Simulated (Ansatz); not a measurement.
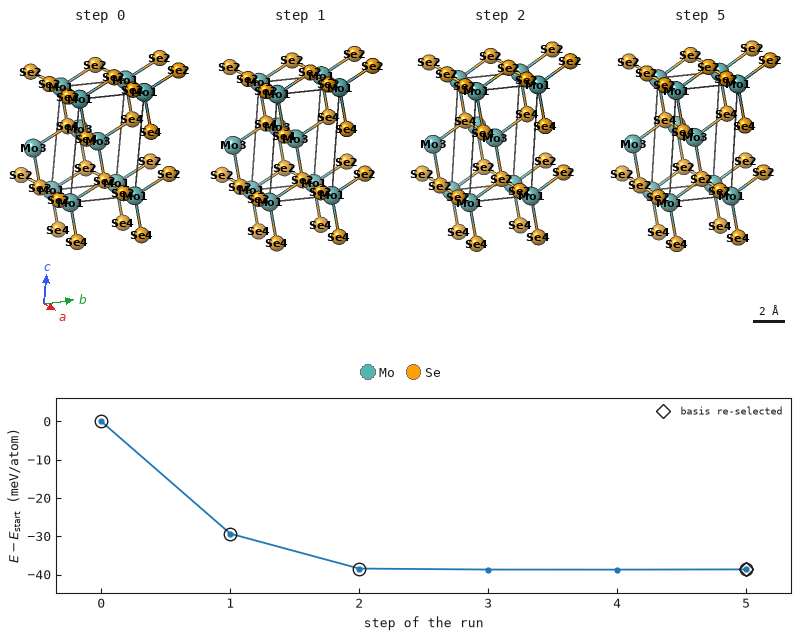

Frames of a relaxation of a crystal of MoSe (built on the zinc blende type), marked on the history of the run. Style: ball-and-stick. Shown: the reduced cell, slightly off an axis. Lengths and directions refer to the drawn axes.

Case: antiferromagnetic, doubled cell, propagation vector (0, 0, 1/2).

Computed with Ansatz, DFT PBE+U, scalar-relativistic, plane waves, PAW.

The input:
```yaml
crystal:
  lattice:
    - [0.0, 3.1234514948, 3.1234514948]
    - [3.1234514948, 0.0, 3.1234514948]
    - [6.2469029895, 6.2469029895, 0.0]
  atoms:
    - { symbol: Mo, position: [1.0, 0.0, 0.0], spin: 2.0 }
    - { symbol: Se, position: [0.25, 0.25, 0.125] }
    - { symbol: Mo, position: [1.0, 0.0, 0.5], spin: -2.0 }
    - { symbol: Se, position: [0.25, 0.25, 0.625] }
basis:
  ecutwfc: 420
kpoints:
  mp_grid: { grid: [12, 12, 6] }
hamiltonian:
  xc: pbe
  hubbard: { sites: [{ species: Mo, l: d, u_eff: 4.38 }] }
scf:
  occupations: { method: gaussian, width: 0.1 }
output:
  forces: true
  stress: true
  eigenvalues: true
  populations: true
magnetization:
  spin_polarized: true
relax:
  adjacent_minimum: "off"
  f_tol: 0.01
  max_steps: 60
  cell: { stress_tol: 0.05 }
```

Command:
```bash
ansatz run input.yaml --threads 1 --pin off --max-ram 2560MiB --backend cpu --events-out ev --progress --plain --runs-dir out
```

### What happens along the run?

The largest moves relative to the cell, 0.040 Å, are those of Mo1, Se2, Mo3 and Se4. Se4 goes along [−1 −1 3]. By element the largest moves are Se 0.040 Å, Mo 0.040 Å. The drawn cell changes as follows: a = b 4.417 → 4.217 Å (−4.5 %), c 7.651 → 8.170 Å (+6.8 %), α 73.2° → 75.0°, β 73.2° → 75.0°; the volume changes by −1.5 %. Near-neighbour distances that change, for instance: Mo1–Se4 2.705 → 2.844 Å, Mo1–Se2 2.705 → 2.653 Å. Bond angles that change, for instance: Mo3–Se4–Mo3 109.5° → 105.2°, Se2–Mo1–Se2 109.5° → 105.2°, Se2–Mo1–Se4 109.5° → 113.4°. The space group (tolerance 0.01 Å) goes from F-43m (No. 216) to R3m (No. 160). Over 4 accepted moves (5 points after the start) the energy falls by 38.7 meV per atom. The largest force component goes from 0.25 to 0.00077 eV/Å. The pressure goes from −0.84 to 0.01 GPa. At 1 point the geometry stayed and the basis and grid were re-selected for the new cell (energy shift of 0.1 meV per atom at most each time). The run may lie on a higher electronic state than the lowest, so the end point isn't shown to be the ground-state structure. From step 0 to 1: volume −3.0 %, energy −29.3 meV per atom. From step 1 to 2: Mo and Se atoms move most (0.05 Å), volume +1.0 %, energy −9.1 meV per atom. From step 2 to 5: volume +0.6 %, energy −0.2 meV per atom.

```
step  E − E(0), meV/atom  largest force component, eV/Å  pressure, GPa  volume, Å³/atom                      note
   0                0.00                         0.2490          -0.84           30.472                          
   1              -29.33                         0.1534           1.06           29.545                          
   2              -38.45                         0.0145           0.22           29.836                          
   3              -38.71                         0.0059          -0.05           30.054                          
   4              -38.72                         0.0007           0.00           30.024                          
   5              -38.67                         0.0008           0.01           30.024  same geometry, new basis
```
